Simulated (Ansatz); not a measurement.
Base system: ZnSnO$_{3}$ (space group R3c, No. 161).

```xyz
10
Lattice="2.6392 1.5237 4.6700 -2.6392 1.5237 4.6700 0.0000 -3.0474 4.6700" Properties=species:S:1:pos:R:3 pbc="T T T"
Zn     0.0000     0.0000     4.1318
Zn     0.0000     0.0000    11.1368
Sn     0.0000     0.0000     0.1761
Sn     0.0000     0.0000     7.1811
O      1.5978     0.0414     5.8039
O     -0.8347     1.3631     5.8039
O     -0.7631    -1.4044     5.8039
O      0.7631     1.6430     8.1389
O     -1.8044    -0.1606     8.1389
O      1.0413    -1.4824     8.1389
```

Cartesian axes are those of the cell as printed.

Perturbation: the cell is stretched by 4.97 % along z with no lateral relaxation, atoms relaxed at fixed cell.

Computed with PBEsol in Ansatz (plane waves to 420 eV, PAW, no SOC).

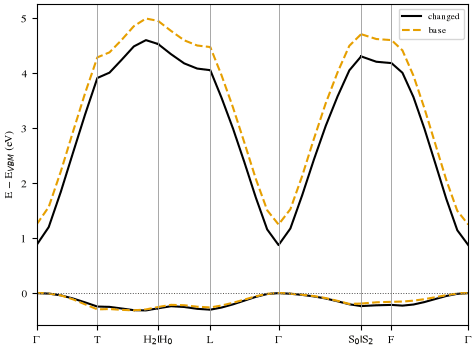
Fig. 1. Highest valence and lowest conduction band along the path, each from its own valence-band maximum

### Question
Read the changed gap and its character from the plot.

### Answer
About 0.9 eV, direct at Γ.

The cells carry an imposed strain or load. No phonon test of stability was made.

Ansatz is an electronic-structure program.
